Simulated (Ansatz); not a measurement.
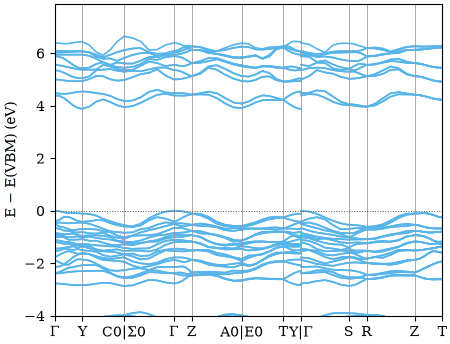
Fig. 1. Band structure from the program Ansatz at the r²SCAN+D4 with spin–orbit coupling level (PAW)

Q: Read off the gap and where the band edges lie.

A: About 3.9 eV (3.88 eV by a search for the band edges); maximum at Γ, minimum at Y.

The material is CaTlBr3 in space group Cmcm (No. 63; Ca on 4a, Tl on 4c, Br on 8f, Br on 4c).

The workflow started from a Materials Project entry (that database holds measured and hypothetical structures alike); the Crystallography Open Database copy checked does not list it. Whether it is the stable phase at ambient conditions was not checked. The cell was relaxed with r²SCAN+D4 under the symmetry of its start; its stability against distortions is not shown here.

Potentials: the later of the program's two PAW sets.
